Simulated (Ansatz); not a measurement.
**GeH₄O (singlet): correlated methods under varied settings at distance Ge1–O2 = 1.982 Å**

Aim: run GeH₄O (singlet) at one geometry under a spread of methods and options, and see what each costs and gives.

Computed with Ansatz 0.2.0, Gaussian basis. Level: the settings change from run to run.

22 further runs of the same task are left out: 1 for a known fault of the program, 2 for a mislabelled method, 13 that didn't finish, 6 set aside as unsound or not needed.

### Step 1. The geometry

The geometry derives from a PBE0/def2-TZVP stationary point (not a proven minimum). One bond is set to the value named and the two fragments are kept rigid. No spin-orbit coupling is included. The filled d shell of Ge may be among the frozen orbitals whatever the setting's name suggests; the logs give the count.

6 atoms, charge 0, spin multiplicity 1.

Atoms are counted from 1 here; the program's logs count them from 0.

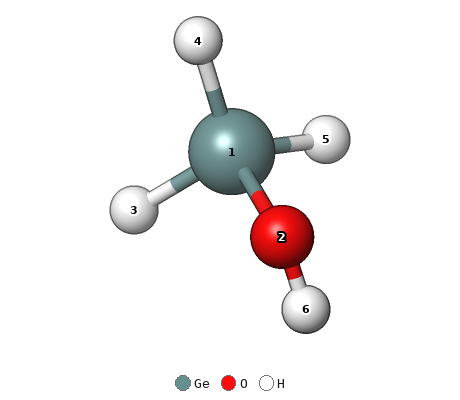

The structure; germanium teal, oxygen red, hydrogen white; atoms are numbered from 1 in the order of the file.

Geometry (Å):

```
Ge    0.00000   -0.01407    0.35205
O     0.00000    0.11598   -1.62568
H     1.25968   -0.76254    0.82947
H     0.00000    1.44129    0.82692
H    -1.25968   -0.76254    0.82947
H     0.00000   -0.74313   -2.05239
```

### Step 2. MP2 on RHF/cc-pVDZ

in.yaml reads:

```yaml
crystal:
  periodic: [false, false, false]
  atoms:
    - {symbol: Ge, position_ang: [0.000000, -0.014072, 0.352050]}
    - {symbol: O, position_ang: [0.000000, 0.115982, -1.625678]}
    - {symbol: H, position_ang: [1.259685, -0.762538, 0.829473]}
    - {symbol: H, position_ang: [0.000000, 1.441287, 0.826924]}
    - {symbol: H, position_ang: [-1.259685, -0.762539, 0.829473]}
    - {symbol: H, position_ang: [0.000000, -0.743133, -2.052385]}
basis:
  gaussian: {orbitals: cc-pVDZ, point_charges: [{charge: 1.00, position_ang: [5.977, -0.641, 0.745]}]}
magnetization: {spin_polarized: false}
correlation: {method: mp2, electrons: outside_noble_gas}
```

On the command line:

```console
$ ansatz run in.yaml --threads 1 --pin off --events-out ev --progress --plain --max-ram 2393MiB
```

Standard output:

```text
Functional definition: HF
  name "HF"
  cite "Fock, Z. Phys. 61, 126 (1930) doi:10.1007/BF01340294"
  parent pbe
  exchange = exact_x
  correlation = 0
626 factors; integrals over basis functions are off by at most 1.2e-3 eV
mean field evaluation 1: about -58570.4661 eV, gradient 3.4e1 eV
mean field evaluation 2: about -58570.4689 eV, gradient 3.5e1 eV
mean field evaluation 4: about -58573.0077 eV, gradient 2.0e0 eV
mean field evaluation 8: about -58573.0268 eV, gradient 1.1e-1 eV
mean field -58573.02691506 eV, -2152.5190369049 hartree, gradient 1.8e-6 eV, S^2 0.000000; 0 other end points of the search recorded, 0 dependent functions left out
15 core orbitals not correlated: weight in the atoms' cores, before any rotation towards them, 0.998 or more for the frozen orbitals, at most 0.002 for the correlated occupied ones
reference -58573.02691506 eV, -2152.5190369049 hartree; 7, 7 occupied and 39, 39 virtual orbitals, 626 factors
second order -8.15964262 eV of doubles, -0.00000000 eV of singles
Total energy: -58581.18655768 eV, -2152.8188982404 hartree
```

Run time: 0.7 s. Hardware: 1 thread of Arm Neoverse V1, shared host.

### Step 3. CISD/cc-pVDZ

Edit in.yaml of step 2 so:

```diff
@@ -10,4 +10,4 @@
 basis:
-  gaussian: {orbitals: cc-pVDZ, point_charges: [{charge: 1.00, position_ang: [5.977, -0.641, 0.745]}]}
-magnetization: {spin_polarized: false}
-correlation: {method: mp2, electrons: outside_noble_gas}
+  gaussian: {orbitals: cc-pVDZ}
+correlation: {active_space: {ras: {orbitals: [7, 0, 39], electrons: 14, max_holes: 2, max_particles: 2}, fixed_orbitals: true}}
+accuracy: high
```

The command is unchanged.

Standard output:

```text
Functional definition: HF
  name "HF"
  cite "Fock, Z. Phys. 61, 126 (1930) doi:10.1007/BF01340294"
  parent pbe
  exchange = exact_x
  correlation = 0
1351 factors; integrals over basis functions are off by at most 4.4e-9 eV
mean field evaluation 1: about -58570.4188 eV, gradient 3.5e1 eV
mean field evaluation 2: about -58570.4434 eV, gradient 3.5e1 eV
mean field evaluation 4: about -58572.9982 eV, gradient 2.0e0 eV
mean field evaluation 8: about -58573.0198 eV, gradient 9.8e-2 eV
mean field -58573.01988235 eV, -2152.5187784574 hartree, gradient 8.5e-8 eV, S^2 0.000000; 0 other end points of the search recorded, 0 dependent functions left out
reference -58573.01988235 eV, -2152.5187784574 hartree; 22, 22 occupied and 39, 39 virtual orbitals, 1351 factors
state -58581.13957756 eV, -2152.8171717528 hartree
Total energy: -58581.13957756 eV, -2152.8171717528 hartree
```

It took 4.6 s on 1 thread of Arm Neoverse V1, shared host.

From the report: 53,964 determinants.

### Step 4. MP2 on UHF/6-31G

Edit in.yaml of step 3 so:

```diff
@@ -10,4 +10,4 @@
 basis:
-  gaussian: {orbitals: cc-pVDZ}
-correlation: {active_space: {ras: {orbitals: [7, 0, 39], electrons: 14, max_holes: 2, max_particles: 2}, fixed_orbitals: true}}
-accuracy: high
+  gaussian: {orbitals: 6-31G}
+magnetization: {spin_polarized: true, initial_magnetization: 0}
+correlation: {method: mp2, electrons: outside_noble_gas}
```

Launched as before.

Standard output:

```text
Functional definition: HF
  name "HF"
  cite "Fock, Z. Phys. 61, 126 (1930) doi:10.1007/BF01340294"
  parent pbe
  exchange = exact_x
  correlation = 0
453 factors; integrals over basis functions are off by at most 4.1e-4 eV
mean field evaluation 1: about -58560.8039 eV, gradient 2.4e1 eV
mean field evaluation 2: about -58560.8066 eV, gradient 2.4e1 eV
mean field evaluation 4: about -58563.3402 eV, gradient 1.2e0 eV
mean field evaluation 8: about -58563.3551 eV, gradient 2.6e-3 eV
mean field -58563.35514825 eV, -2152.1636060304 hartree, gradient 8.9e-7 eV, S^2 0.000000; 0 other end points of the search recorded, 0 dependent functions left out
15 core orbitals not correlated: weight in the atoms' cores, before any rotation towards them, 0.995 or more for the frozen orbitals, at most 0.003 for the correlated occupied ones
reference -58563.35514825 eV, -2152.1636060304 hartree; 7, 7 occupied and 24, 24 virtual orbitals, 453 factors
second order -5.15689767 eV of doubles, -0.00000000 eV of singles
Total energy: -58568.51204592 eV, -2152.3531185243 hartree
```

Run time: 0.64 s. Hardware: 1 thread of Arm Neoverse V1, shared host.

From the report: ⟨S²⟩ of the determinant 0.000 (pure singlet: 0.00).

### Step 5. MP2 on RHF/cc-pVDZ

Edit in.yaml of step 4 so:

```diff
@@ -10,4 +10,5 @@
 basis:
-  gaussian: {orbitals: 6-31G}
-magnetization: {spin_polarized: true, initial_magnetization: 0}
-correlation: {method: mp2, electrons: outside_noble_gas}
+  gaussian: {orbitals: cc-pVDZ}
+magnetization: {spin_polarized: false}
+correlation: {method: mp2, electrons: valence}
+output: {forces: true}
```

The command is unchanged.

Standard output, shortened:

```text
Functional definition: HF
  name "HF"
  cite "Fock, Z. Phys. 61, 126 (1930) doi:10.1007/BF01340294"
  parent pbe
[...]
626 factors; integrals over basis functions are off by at most 1.4e-3 eV
[...]
mean field -58573.01966752 eV, -2152.5187705627 hartree, gradient 1.4e-6 eV, S^2 0.000000; 0 other end points of the search recorded, 0 dependent functions left out
10 core orbitals not correlated: weight in the atoms' cores, before any rotation towards them, 1.000 or more for the frozen orbitals, at most 0.000 for the correlated occupied ones
reference -58573.01966752 eV, -2152.5187705627 hartree; 12, 12 occupied and 39, 39 virtual orbitals, 626 factors
second order -8.67779832 eV of doubles, -0.00000000 eV of singles
[...]
Total energy: -58581.69746584 eV, -2152.8376737689 hartree
Atom 0 at     0.000000    -0.014072     0.352050 Å, force    -0.000000    -0.157156    -2.792796 eV/Å
Atom 1 at     0.000000     0.115982    -1.625678 Å, force    -0.000000     0.711945     2.975765 eV/Å
Atom 2 at     1.259685    -0.762538     0.829473 Å, force    -0.107800     0.088524    -0.076264 eV/Å
Atom 3 at     0.000000     1.441287     0.826924 Å, force     0.000000    -0.088243    -0.156243 eV/Å
Atom 4 at    -1.259685    -0.762539     0.829473 Å, force     0.107800     0.088524    -0.076264 eV/Å
Atom 5 at     0.000000    -0.743133    -2.052385 Å, force     0.000000    -0.643594     0.125802 eV/Å
Dipole moment:     0.000000    -0.279702     0.257501 e Å
```

It took 1.4 s on 1 thread of Arm Neoverse V1, shared host.

### Step 6. CCSD(T) on RHF/6-31G

Edit in.yaml of step 5 so:

```diff
@@ -10,5 +10,6 @@
 basis:
-  gaussian: {orbitals: cc-pVDZ}
+  gaussian: {orbitals: 6-31G}
 magnetization: {spin_polarized: false}
-correlation: {method: mp2, electrons: valence}
+correlation: {method: ccsd_t, electrons: all}
+scf: {lower_state_search: off}
 output: {forces: true}
```

Launched as before.

Standard output, shortened:

```text
Functional definition: HF
  name "HF"
  cite "Fock, Z. Phys. 61, 126 (1930) doi:10.1007/BF01340294"
  parent pbe
[...]
453 factors; integrals over basis functions are off by at most 4.1e-4 eV
[...]
mean field -58563.35514825 eV, -2152.1636060304 hartree, gradient 1.4e-6 eV, S^2 0.000000; 0 other end points of the search recorded, 0 dependent functions left out
reference -58563.35514825 eV, -2152.1636060304 hartree; 22, 22 occupied and 24, 24 virtual orbitals, 453 factors
second order -10.92255845 eV of doubles, -0.00000000 eV of singles
cycle   1  -10.39822763 eV  change    5.2e-1 eV  update   8.4e-2
[...]
cycle  10  -10.86423349 eV  change    2.2e-6 eV  update   5.6e-6
perturbative correction -0.17014882 eV, -0.0062528538 hartree
[...]
Total energy: -58574.38953057 eV, -2152.5691121011 hartree
Atom 0 at     0.000000    -0.014072     0.352050 Å, force    -0.000000     0.161485    -2.551985 eV/Å
Atom 1 at     0.000000     0.115982    -1.625678 Å, force    -0.000000     0.868194     3.024837 eV/Å
Atom 2 at     1.259685    -0.762538     0.829473 Å, force     0.245457    -0.138320     0.054655 eV/Å
Atom 3 at     0.000000     1.441287     0.826924 Å, force    -0.000000     0.260098    -0.011718 eV/Å
Atom 4 at    -1.259685    -0.762539     0.829473 Å, force    -0.245457    -0.138320     0.054655 eV/Å
Atom 5 at     0.000000    -0.743133    -2.052385 Å, force     0.000000    -1.013138    -0.570444 eV/Å
Dipole moment:     0.000000    -0.378020     0.368323 e Å
Checks for a lower state left out: starts, cluster_reference, orbital_swaps, neighbouring_geometries, increment
```

It took 7 s on 1 thread of Arm Neoverse V1, shared host.

From the report: correlation -11.0344 eV; T1 0.008; largest double amplitude 0.03.

### Step 7. NEVPT2(8,5)/STO-3G

Edit in.yaml of step 6 so:

```diff
@@ -10,6 +10,3 @@
 basis:
-  gaussian: {orbitals: 6-31G}
-magnetization: {spin_polarized: false}
-correlation: {method: ccsd_t, electrons: all}
-scf: {lower_state_search: off}
-output: {forces: true}
+  gaussian: {orbitals: STO-3G, point_charges: [{charge: 1.00, position_ang: [6.205, 0.539, -0.713]}]}
+correlation: {method: sc_nevpt2, electrons: outside_noble_gas, active_space: {window: {electrons: 8, orbitals: 5}, states: [{multiplicity: 1, weights: [1, 1, 0.5, 0.5]}], root: 2}}
```

Same command.

Standard output, shortened:

```text
Functional definition: HF
  name "HF"
  cite "Fock, Z. Phys. 61, 126 (1930) doi:10.1007/BF01340294"
  parent pbe
[...]
390 factors; integrals over basis functions are off by at most 6.0e-8 eV
[...]
mean field -57903.00599271 eV, -2127.8962221649 hartree, gradient 9.1e-7 eV, S^2 0.000000; 0 other end points of the search recorded, 0 dependent functions left out
reference -57903.00599271 eV, -2127.8962221649 hartree; 22, 22 occupied and 5, 5 virtual orbitals, 390 factors
state -57903.68226969 eV, -2127.9210748855 hartree
state -57897.23519199 eV, -2127.6841491501 hartree
state -57893.33597325 eV, -2127.5408555045 hartree
state -57889.71428672 eV, -2127.4077609793 hartree
state -57903.68226969 eV, -2127.9210748855 hartree; corrected -57905.17419214 eV, -2127.9759020244 hartree
state -57897.23519199 eV, -2127.6841491501 hartree; corrected -57898.61186487 eV, -2127.7347409454 hartree
state -57893.33597325 eV, -2127.5408555045 hartree; corrected -57894.86152112 eV, -2127.5969183544 hartree
state -57889.71428672 eV, -2127.4077609793 hartree; corrected -57891.85613578 eV, -2127.4864724803 hartree
Total energy: -57894.86152112 eV, -2127.5969183544 hartree
```

Run time: 0.78 s. Hardware: 1 thread of Arm Neoverse V1, shared host.

From the report: 25 determinants; active occupations (of the averaged states) 1.96, 1.83, 1.80, 1.66, 0.74.

### Step 8. BCCD(T) on RHF/cc-pVDZ

Edit in.yaml of step 7 so:

```diff
@@ -10,3 +10,5 @@
 basis:
-  gaussian: {orbitals: STO-3G, point_charges: [{charge: 1.00, position_ang: [6.205, 0.539, -0.713]}]}
-correlation: {method: sc_nevpt2, electrons: outside_noble_gas, active_space: {window: {electrons: 8, orbitals: 5}, states: [{multiplicity: 1, weights: [1, 1, 0.5, 0.5]}], root: 2}}
+  gaussian: {orbitals: cc-pVDZ}
+magnetization: {spin_polarized: false}
+correlation: {method: bccd_t, electrons: outside_noble_gas}
+accuracy: high
```

Same command.

Standard output, shortened:

```text
Functional definition: HF
  name "HF"
  cite "Fock, Z. Phys. 61, 126 (1930) doi:10.1007/BF01340294"
  parent pbe
[...]
1351 factors; integrals over basis functions are off by at most 4.4e-9 eV
[...]
mean field -58573.01988235 eV, -2152.5187784574 hartree, gradient 8.5e-8 eV, S^2 0.000000; 0 other end points of the search recorded, 0 dependent functions left out
15 core orbitals not correlated: weight in the atoms' cores, before any rotation towards them, 0.998 or more for the frozen orbitals, at most 0.002 for the correlated occupied ones
reference -58573.01988235 eV, -2152.5187784574 hartree; 7, 7 occupied and 39, 39 virtual orbitals, 1351 factors
second order -8.14844114 eV of doubles, -0.00000000 eV of singles
cycle   1  -8.53786170 eV  change   -3.9e-1 eV  update   7.9e-2
[...]
cycle  21  -8.86524531 eV  change   -1.0e-9 eV  update  9.0e-10
perturbative correction -0.21026057 eV, -0.0077269333 hartree
Total energy: -58582.09538823 eV, -2152.8522971469 hartree
```

It took 3.5 s on 1 thread of Arm Neoverse V1, shared host.

From the report: correlation -9.0755 eV; largest double amplitude 0.03.

### Step 9. CCSD(T) on RHF/cc-pVDZ

Edit in.yaml of step 8 so:

```diff
@@ -12,3 +12,4 @@
 magnetization: {spin_polarized: false}
-correlation: {method: bccd_t, electrons: outside_noble_gas}
-accuracy: high
+correlation: {method: ccsd_t, electrons: outside_noble_gas}
+scf: {lower_state_search: full}
+output: {forces: true}
```

The command is unchanged.

Standard output, shortened:

```text
Functional definition: HF
  name "HF"
  cite "Fock, Z. Phys. 61, 126 (1930) doi:10.1007/BF01340294"
  parent pbe
[...]
626 factors; integrals over basis functions are off by at most 1.4e-3 eV
[...]
mean field -58573.01966752 eV, -2152.5187705627 hartree, gradient 1.4e-6 eV, S^2 0.000000; 0 other end points of the search recorded, 0 dependent functions left out
15 core orbitals not correlated: weight in the atoms' cores, before any rotation towards them, 0.998 or more for the frozen orbitals, at most 0.002 for the correlated occupied ones
reference -58573.01966752 eV, -2152.5187705627 hartree; 7, 7 occupied and 39, 39 virtual orbitals, 626 factors
second order -8.14839070 eV of doubles, -0.00000000 eV of singles
cycle   1  -8.53218766 eV  change   -3.8e-1 eV  update   7.9e-2
[...]
cycle  10  -8.88228625 eV  change    3.6e-6 eV  update   6.5e-6
perturbative correction -0.19181217 eV, -0.0070489672 hartree
[...]
Total energy: -58582.09376594 eV, -2152.8522375291 hartree
Atom 0 at     0.000000    -0.014072     0.352050 Å, force    -0.000000    -0.151002    -2.821810 eV/Å
Atom 1 at     0.000000     0.115982    -1.625678 Å, force    -0.000000     0.694117     2.820614 eV/Å
Atom 2 at     1.259685    -0.762538     0.829473 Å, force     0.052753    -0.008006    -0.010555 eV/Å
Atom 3 at     0.000000     1.441287     0.826924 Å, force    -0.000000     0.102823    -0.083934 eV/Å
Atom 4 at    -1.259685    -0.762539     0.829473 Å, force    -0.052753    -0.008006    -0.010555 eV/Å
Atom 5 at     0.000000    -0.743133    -2.052385 Å, force     0.000000    -0.629926     0.106240 eV/Å
Dipole moment:     0.000000    -0.276852     0.253142 e Å
```

It took 3.1 s on 1 thread of Arm Neoverse V1, shared host.

From the report: correlation -9.0741 eV; T1 0.014; largest double amplitude 0.03.

### Step 10. MP2 on UHF/cc-pVDZ

Edit in.yaml of step 9 so:

```diff
@@ -10,6 +10,5 @@
 basis:
-  gaussian: {orbitals: cc-pVDZ}
-magnetization: {spin_polarized: false}
-correlation: {method: ccsd_t, electrons: outside_noble_gas}
-scf: {lower_state_search: full}
+  gaussian: {orbitals: cc-pVDZ, point_charges: [{charge: -0.50, position_ang: [5.470, -0.060, -0.862]}]}
+magnetization: {spin_polarized: true, initial_magnetization: 0}
+correlation: {method: mp2, electrons: valence}
 output: {forces: true}
```

The command is unchanged.

Standard output, shortened:

```text
Functional definition: HF
  name "HF"
  cite "Fock, Z. Phys. 61, 126 (1930) doi:10.1007/BF01340294"
  parent pbe
[...]
626 factors; integrals over basis functions are off by at most 1.2e-3 eV
[...]
mean field -58573.01350036 eV, -2152.5185439236 hartree, gradient 1.9e-6 eV, S^2 0.000000; 0 other end points of the search recorded, 0 dependent functions left out
10 core orbitals not correlated: weight in the atoms' cores, before any rotation towards them, 1.000 or more for the frozen orbitals, at most 0.000 for the correlated occupied ones
reference -58573.01350036 eV, -2152.5185439236 hartree; 12, 12 occupied and 39, 39 virtual orbitals, 626 factors
second order -8.67721079 eV of doubles, -0.00000000 eV of singles
[...]
Total energy: -58581.69071115 eV, -2152.8374255386 hartree
Atom 0 at     0.000000    -0.014072     0.352050 Å, force     0.267493    -0.183164    -2.834972 eV/Å
Atom 1 at     0.000000     0.115982    -1.625678 Å, force    -0.153750     0.720612     2.965239 eV/Å
Atom 2 at     1.259685    -0.762538     0.829473 Å, force    -0.172710     0.100621    -0.072936 eV/Å
Atom 3 at     0.000000     1.441287     0.826924 Å, force    -0.048405    -0.079660    -0.148022 eV/Å
Atom 4 at    -1.259685    -0.762539     0.829473 Å, force     0.040448     0.087737    -0.065515 eV/Å
Atom 5 at     0.000000    -0.743133    -2.052385 Å, force     0.065329    -0.636021     0.143724 eV/Å
Dipole moment:     0.064631    -0.283551     0.250729 e Å
```

It took 2.1 s on 1 thread of Arm Neoverse V1, shared host.

From the report: ⟨S²⟩ of the determinant 0.000 (pure singlet: 0.00).

### Step 11. All runs side by side

Where basis and cores are those of an earlier RCCSDT(Q)/cc-pVDZ run (-58582.1369 eV), and the state is the same kind, the miss against it is given.

```tsv
level	correlated	functions	energy (eV)	from RCCSDT(Q) (meV)	time
MP2 on RHF/cc-pVDZ (beside a point charge)	outside noble gas	61	-58581.1866		0.7 s
CISD/cc-pVDZ	outside noble gas	61	-58581.1396	997.3	4.6 s
MP2 on UHF/6-31G	outside noble gas	46	-58568.5120		0.64 s
MP2 on RHF/cc-pVDZ	valence	61	-58581.6975		1.4 s
CCSD(T) on RHF/6-31G	all	46	-58574.3895		7 s
NEVPT2(8,5)/STO-3G (excited root 2 of an average, beside a point charge)	outside noble gas	27	-57894.8615		0.78 s
BCCD(T) on RHF/cc-pVDZ	outside noble gas	61	-58582.0954	41.5	3.5 s
CCSD(T) on RHF/cc-pVDZ	outside noble gas	61	-58582.0938	43.1	3.1 s
MP2 on UHF/cc-pVDZ (beside a point charge)	valence	61	-58581.6907		2.1 s
```

### Step 12. Outcome

| quantity | value |
| --- | --- |
| runs | 9 |
| quickest | MP2 on UHF/6-31G, 0.64 s |
| slowest | CCSD(T) on RHF/6-31G, 7 s |

Total energies in different bases, with other cores or another treatment of relativity can't be set against each other. CCSD(T) on RHF/6-31G took 11 times as long as MP2 on UHF/6-31G; the jobs differ in more than the method. Among the correlated runs with a miss given, it spans +42 to +997 meV.
